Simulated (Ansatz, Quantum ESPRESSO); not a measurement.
# Gd3Al (Pm-3m): zone-centre phonons

Aim: the zone-centre modes of Gd3Al (Pm-3m).

Main program and level: Quantum ESPRESSO 7.5; DFT PBEsol, scalar-relativistic, plane waves, PseudoDojo norm-conserving, 4f in core pseudopotentials.

## Step 1: Set-up

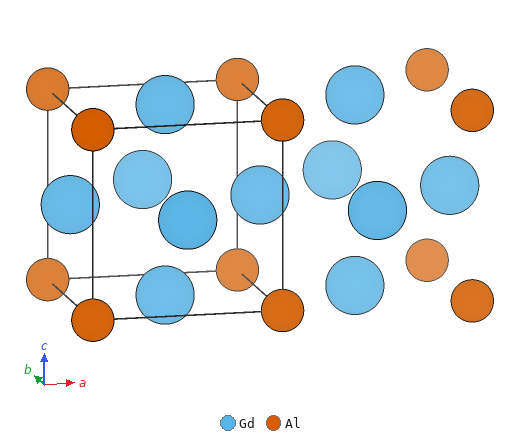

The cell as given, slightly off an axis (gadolinium blue, aluminium orange). 2×1×1 cells are drawn. Some periodic images of atoms are drawn too.

Structure file:

```cif
data_structure
_symmetry_space_group_name_H-M 'P 1'
_symmetry_Int_Tables_number 1
_cell_length_a 4.8077
_cell_length_b 4.8077
_cell_length_c 4.8077
_cell_angle_alpha 90.000
_cell_angle_beta 90.000
_cell_angle_gamma 90.000
_cell_volume 111.13
loop_
_atom_site_label
_atom_site_type_symbol
_atom_site_fract_x
_atom_site_fract_y
_atom_site_fract_z
_atom_site_occupancy
Gd1 Gd 0.00000 0.50000 0.50000 1
Gd2 Gd 0.50000 0.00000 0.50000 1
Gd3 Gd 0.50000 0.50000 0.00000 1
Al4 Al 0.00000 0.00000 0.00000 1
```

## Step 2: A probe with smearing

Before anything dear is run, a loose run with smearing shows whether this is a metal and how far the cell is from rest.

Input file probe.in:

```
&control
   calculation = 'scf'
   prefix = 'x'
   outdir = './tmp'
   pseudo_dir = './pseudo'
   tprnfor = .true.
   tstress = .true.
   verbosity = 'high'
/
&system
   ibrav = 0
   nat = 4
   ntyp = 2
   ecutwfc = 44.0
   input_dft = 'pbesol'
   occupations = 'smearing'
   smearing = 'gaussian'
   degauss = 0.01
/
&electrons
   conv_thr = 1.0d-07
   mixing_beta = 0.7
   electron_maxstep = 100
/
ATOMIC_SPECIES
 Gd    157.2500  Gd.upf
 Al     26.9815  Al.upf
CELL_PARAMETERS angstrom
     4.807707960    0.000000000    0.000000000
     0.000000000    4.807707960    0.000000000
     0.000000000    0.000000000    4.807707960
ATOMIC_POSITIONS crystal
 Gd     0.000000000   0.500000000   0.500000000
 Gd     0.500000000   0.000000000   0.500000000
 Gd     0.500000000   0.500000000   0.000000000
 Al     0.000000000   0.000000000   0.000000000
K_POINTS automatic
 4 4 4 0 0 0
```

Run with:

```bash
> OMP_NUM_THREADS=1 mpirun -n 4 pw.x -nk 4 -in probe.in > probe.out
```

What it wrote:

```text
[banners, grids, parts of the stress and lines that vanish by symmetry left out]
Program PWSCF v.7.5
     IMPORTANT: XC functional enforced from input :
     Exchange-correlation= PBESOL
                           (   1   4  10   8   0   0   0)
[...]
kinetic-energy cutoff     =      44.0000  Ry
     charge density cutoff     =     176.0000  Ry
     scf convergence threshold =      1.0E-07
[...]
Exchange-correlation= PBESOL
                           (   1   4  10   8   0   0   0)
[...]
48 Sym. Ops., with inversion, found
[...]
(     0          1          0      )
                  (     0          0          1      )
[...]
(  0.0000000  1.0000000  0.0000000 )
                  (  0.0000000  0.0000000  1.0000000 )
[...]
(     0         -1          0      )
[...]
(     1          0          0      )
[...]
( -1.0000000  0.0000000  0.0000000 )
                  (  0.0000000  1.0000000  0.0000000 )
[...]
number of k points=    10  Gaussian smearing, width (Ry)=  0.0100
[...]
End of self-consistent calculation
[...]
the Fermi energy is    10.0839 ev
!    total energy              =    -253.78624121 Ry
[...]
convergence has been achieved in   7 iterations
[...]
atom    1 type  1   force =     0.00000000    0.00000000    0.00000000
     atom    2 type  1   force =     0.00000000    0.00000000    0.00000000
     atom    3 type  1   force =     0.00000000    0.00000000    0.00000000
     atom    4 type  2   force =     0.00000000    0.00000000    0.00000000
[...]
Total force =     0.000000     Total SCF correction =     0.000000
[...]
total   stress  (Ry/bohr**3)                   (kbar)     P=      -28.38
[...]
XML data file, charge density, pseudopotentials, collected wavefunctions

   JOB DONE.
```

Elapsed: 4.9 s, on 4 MPI ranks of Arm Neoverse V2, shared host; 19 s of CPU time.

This step gave:

```
volume per atom   : 27.78 Å³
pressure          : -2.838 GPa
gap on the k-mesh : 0 eV
```

No gap opens on this mesh, so smearing is kept; the start stands at -2.8 GPa.

## Step 3: Relaxation

Frequencies change by per cents with a per cent of volume, so the structure is first brought to rest at this level of theory.

Input file relax.in:

```
&control
   calculation = 'vc-relax'
   prefix = 'x'
   outdir = './tmp'
   pseudo_dir = './pseudo'
   tprnfor = .true.
   tstress = .true.
   forc_conv_thr = 2.0d-05
   etot_conv_thr = 1.0d-07
   nstep = 40
/
&system
   ibrav = 0
   nat = 4
   ntyp = 2
   ecutwfc = 44.0
   input_dft = 'pbesol'
   occupations = 'smearing'
   smearing = 'mv'
   degauss = 0.02
/
&electrons
   conv_thr = 1.0d-11
   mixing_beta = 0.7
   electron_maxstep = 100
/
&ions
/
&cell
   press_conv_thr = 0.1
/
ATOMIC_SPECIES
 Gd    157.2500  Gd.upf
 Al     26.9815  Al.upf
CELL_PARAMETERS angstrom
     4.807707960    0.000000000    0.000000000
     0.000000000    4.807707960    0.000000000
     0.000000000    0.000000000    4.807707960
ATOMIC_POSITIONS crystal
 Gd     0.000000000   0.500000000   0.500000000
 Gd     0.500000000   0.000000000   0.500000000
 Gd     0.500000000   0.500000000   0.000000000
 Al     0.000000000   0.000000000   0.000000000
K_POINTS automatic
 6 6 6 0 0 0
```

Run with:

```bash
> OMP_NUM_THREADS=1 mpirun -n 4 pw.x -nk 4 -in relax.in > relax.out
```

What it wrote:

```text
[banners, grids, parts of the stress and lines that vanish by symmetry left out]
[banner, memory and clock lines left out]
Program PWSCF v.7.5

[...]
Exchange-correlation= PBESOL
                           (   1   4  10   8   0   0   0)
[...]
kinetic-energy cutoff     =      44.0000  Ry
     charge density cutoff     =     176.0000  Ry
     scf convergence threshold =      1.0E-11
[...]
energy convergence thresh.=      1.0E-07
     force convergence thresh. =      2.0E-05
     press convergence thresh. =      1.0E-01
     Exchange-correlation= PBESOL
                           (   1   4  10   8   0   0   0)
[...]
48 Sym. Ops., with inversion, found
[...]
number of k points=    20  Marzari-Vanderbilt smearing, width (Ry)=  0.0200
[...]
End of self-consistent calculation
[...]
the Fermi energy is    10.0333 ev
!    total energy              =    -253.78348754 Ry
[...]
convergence has been achieved in   9 iterations
[...]
atom    1 type  1   force =     0.00000000    0.00000000    0.00000000
     atom    2 type  1   force =     0.00000000    0.00000000    0.00000000
     atom    3 type  1   force =     0.00000000    0.00000000    0.00000000
     atom    4 type  2   force =     0.00000000    0.00000000    0.00000000
     Total force =     0.000000     Total SCF correction =     0.000000
[...]
total   stress  (Ry/bohr**3)                   (kbar)     P=      -30.95
[...]
number of bfgs steps    =   0
[...]
CELL_PARAMETERS (angstrom)
[...]
ATOMIC_POSITIONS (crystal)
Gd               0.0000000000        0.5000000000        0.5000000000
Gd               0.5000000000        0.0000000000        0.5000000000
Gd               0.5000000000        0.5000000000        0.0000000000
Al               0.0000000000        0.0000000000        0.0000000000
[...]
New effective cutoffs (rho, wfc):  176.91   44.44
[...]
c_bands:  5 eigenvalues not converged
[...]
End of self-consistent calculation
[...]
the Fermi energy is    10.2206 ev
!    total energy              =    -253.78568145 Ry
[...]
convergence has been achieved in  16 iterations
[...]
atom    1 type  1   force =     0.00000000    0.00000000    0.00000000
     atom    2 type  1   force =     0.00000000    0.00000000    0.00000000
     atom    3 type  1   force =     0.00000000    0.00000000    0.00000000
     atom    4 type  2   force =     0.00000000    0.00000000    0.00000000
     Total force =     0.000000     Total SCF correction =     0.000000
[...]
total   stress  (Ry/bohr**3)                   (kbar)     P=      -23.82
[...]
number of bfgs steps    =   1
[...]
CELL_PARAMETERS (angstrom)
[...]
ATOMIC_POSITIONS (crystal)
[...]
New effective cutoffs (rho, wfc):  179.75   45.16
[...]
End of self-consistent calculation
[...]
the Fermi energy is    10.5088 ev
!    total energy              =    -253.78783871 Ry
[...]
convergence has been achieved in  11 iterations
[...]
atom    1 type  1   force =     0.00000000    0.00000000    0.00000000
     atom    2 type  1   force =     0.00000000    0.00000000    0.00000000
     atom    3 type  1   force =     0.00000000    0.00000000    0.00000000
     atom    4 type  2   force =     0.00000000    0.00000000    0.00000000
[...]
End of self-consistent calculation
[...]
the Fermi energy is    10.8238 ev
!    total energy              =    -253.78858542 Ry
[...]
convergence has been achieved in  23 iterations
[...]
atom    1 type  1   force =     0.00000000    0.00000000    0.00000000
     atom    2 type  1   force =     0.00000000    0.00000000    0.00000000
[...]
Total force =     0.000000     Total SCF correction =     0.000000
[...]
total   stress  (Ry/bohr**3)                   (kbar)     P=        0.52
[...]
number of bfgs steps    =   3
[...]
CELL_PARAMETERS (angstrom)
[...]
ATOMIC_POSITIONS (crystal)
[...]
New effective cutoffs (rho, wfc):  182.70   45.90
[...]
End of self-consistent calculation
[...]
the Fermi energy is    10.8112 ev
!    total energy              =    -253.78858664 Ry
[...]
convergence has been achieved in  10 iterations
[...]
Total force =     0.000000     Total SCF correction =     0.000000
[...]
total   stress  (Ry/bohr**3)                   (kbar)     P=       -0.01
[...]
number of bfgs steps    =   4
[...]
small trust_radius: resetting bfgs history
[...]
CELL_PARAMETERS (angstrom)
[...]
ATOMIC_POSITIONS (crystal)
[...]
New effective cutoffs (rho, wfc):  182.70   45.90
[...]
End of self-consistent calculation
[...]
the Fermi energy is    10.8113 ev
!    total energy              =    -253.78858664 Ry
[...]
convergence has been achieved in   3 iterations
[...]
atom    1 type  1   force =     0.00000000    0.00000000    0.00000000
     atom    2 type  1   force =     0.00000000    0.00000000    0.00000000
     atom    3 type  1   force =     0.00000000    0.00000000    0.00000000
     atom    4 type  2   force =     0.00000000    0.00000000    0.00000000
     Total force =     0.000000     Total SCF correction =     0.000000
[...]
total   stress  (Ry/bohr**3)                   (kbar)     P=       -0.01
[...]
bfgs converged in   6 scf cycles and   5 bfgs steps
[...]
End of BFGS Geometry Optimization
     Final enthalpy           =    -253.7885866355 Ry
     File ./tmp/x.bfgs deleted, as requested
[...]
CELL_PARAMETERS (angstrom)
[...]
ATOMIC_POSITIONS (crystal)
[...]
Gd               0.5000000000        0.5000000000        0.0000000000
Al               0.0000000000        0.0000000000        0.0000000000
[...]
Final scf calculation at the relaxed structure.
[...]
kinetic-energy cutoff     =      44.0000  Ry
     charge density cutoff     =     176.0000  Ry
     scf convergence threshold =      1.0E-13
[...]
press convergence thresh. =      1.0E-01
     Exchange-correlation= PBESOL
                           (   1   4  10   8   0   0   0)
[...]
48 Sym. Ops., with inversion, found
[...]
number of k points=    20  Marzari-Vanderbilt smearing, width (Ry)=  0.0200
[...]
c_bands:  1 eigenvalues not converged
     c_bands:  2 eigenvalues not converged
     c_bands:  1 eigenvalues not converged
     c_bands:  2 eigenvalues not converged
[...]
c_bands:  2 eigenvalues not converged
[...]
End of self-consistent calculation
[...]
the Fermi energy is    10.8113 ev
!    total energy              =    -253.78811470 Ry
[...]
convergence has been achieved in  16 iterations
[...]
atom    1 type  1   force =     0.00000000    0.00000000    0.00000000
     atom    2 type  1   force =     0.00000000    0.00000000    0.00000000
     atom    3 type  1   force =     0.00000000    0.00000000    0.00000000
     atom    4 type  2   force =     0.00000000    0.00000000    0.00000000
     Total force =     0.000000     Total SCF correction =     0.000000
[...]
total   stress  (Ry/bohr**3)                   (kbar)     P=       -1.29
[...]
XML data file, charge density, pseudopotentials, collected wavefunctions
```

Elapsed: 69 s, on 4 MPI ranks.

The steps of the relaxation:

```tsv
step	energy less that of the first step (eV)	largest force (eV/Å)	pressure (GPa)	volume (Å³)
1	0.0000	0.0000	-3.09	111.13
2	-0.0298	0.0000	-2.38	109.38
3	-0.0592	0.0000	-1.24	106.80
4	-0.0694	0.0000	0.05	104.11
5	-0.0694	0.0000	0.00	104.22
6	-0.0694	0.0000	0.00	104.22
7	-0.0630	0.0000	-0.13	104.22
```

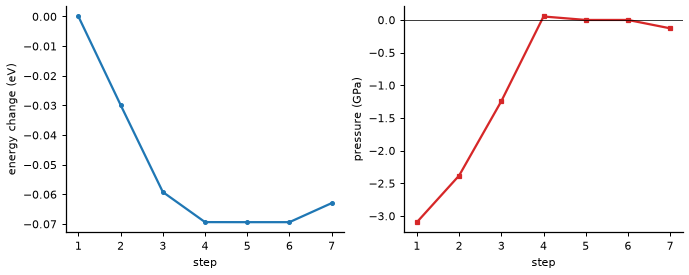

Energy and pressure along the relaxation.

```tsv
conventional cell, symmetrised	before	after	change
a (Å)	4.808	4.706	-2.1 %
b (Å)	4.808	4.706	-2.1 %
c (Å)	4.808	4.706	-2.1 %
volume (Å³/atom)	27.78	26.05	-6.2 %
```

The last row of the table of steps is pw.x's closing run on a basis chosen anew for the final cell, so its energy can jump.

Numbers from this step:

| Property | Result |
| --- | --- |
| volume per atom | 26.05 Å³ |
| pressure | -0.129 GPa |

The volume changes by -6.2 % from the cell with which this run began.

## Step 4: Ground state

Perturbation theory inherits every error of the wavefunctions, so the threshold is set near the limit of the arithmetic. Smearing stays on, as the first look found no gap above 0.3 eV.

Input file scf.in:

```
&control
   calculation = 'scf'
   prefix = 'x'
   outdir = './tmp'
   pseudo_dir = './pseudo'
   tprnfor = .true.
   tstress = .true.
/
&system
   ibrav = 0
   nat = 4
   ntyp = 2
   ecutwfc = 44.0
   input_dft = 'pbesol'
   occupations = 'smearing'
   smearing = 'mv'
   degauss = 0.02
/
&electrons
   conv_thr = 1.0d-12
   mixing_beta = 0.7
   electron_maxstep = 100
/
ATOMIC_SPECIES
 Gd    157.2500  Gd.upf
 Al     26.9815  Al.upf
CELL_PARAMETERS angstrom
     4.705944194    0.000000000    0.000000000
     0.000000000    4.705944194    0.000000000
     0.000000000    0.000000000    4.705944194
ATOMIC_POSITIONS crystal
 Gd     0.000000000   0.500000000   0.500000000
 Gd     0.500000000   0.000000000   0.500000000
 Gd     0.500000000   0.500000000   0.000000000
 Al     0.000000000   0.000000000   0.000000000
K_POINTS automatic
 6 6 6 0 0 0
```

Run with:

```bash
> OMP_NUM_THREADS=1 mpirun -n 4 pw.x -nk 4 -in scf.in > scf.out
```

What it wrote:

```text
[banners, grids, parts of the stress and lines that vanish by symmetry left out]
[banner, memory and clock lines left out]
Program PWSCF v.7.5

[...]
Exchange-correlation= PBESOL
                           (   1   4  10   8   0   0   0)
[...]
kinetic-energy cutoff     =      44.0000  Ry
     charge density cutoff     =     176.0000  Ry
     scf convergence threshold =      1.0E-12
[...]
Exchange-correlation= PBESOL
                           (   1   4  10   8   0   0   0)
[...]
48 Sym. Ops., with inversion, found
[...]
number of k points=    20  Marzari-Vanderbilt smearing, width (Ry)=  0.0200
[...]
End of self-consistent calculation
[...]
the Fermi energy is    10.8113 ev
!    total energy              =    -253.78811470 Ry
[...]
convergence has been achieved in  12 iterations
[...]
atom    1 type  1   force =     0.00000000    0.00000000    0.00000000
     atom    2 type  1   force =     0.00000000    0.00000000    0.00000000
     atom    3 type  1   force =     0.00000000    0.00000000    0.00000000
     atom    4 type  2   force =     0.00000000    0.00000000    0.00000000
     Total force =     0.000000     Total SCF correction =     0.000000
[...]
total   stress  (Ry/bohr**3)                   (kbar)     P=       -1.29
[...]
XML data file, charge density, pseudopotentials, collected wavefunctions
```

Elapsed: 11 s, on 4 MPI ranks.

The cell stands at -0.13 GPa, close enough for phonons.

[end of part 1 of 3]

[Host names and launcher messages were left out of these logs when they were recorded.]

[Logs are printed without paths, hosts, clocks, repeated set-up lines and the standing remarks that a program may print on its own settings, such as how far it seeks lower states.]

[Hosts, paths, dates, database ids (printed as entryN), source tags and the programs' standing remarks are cut or masked in the printed files.]
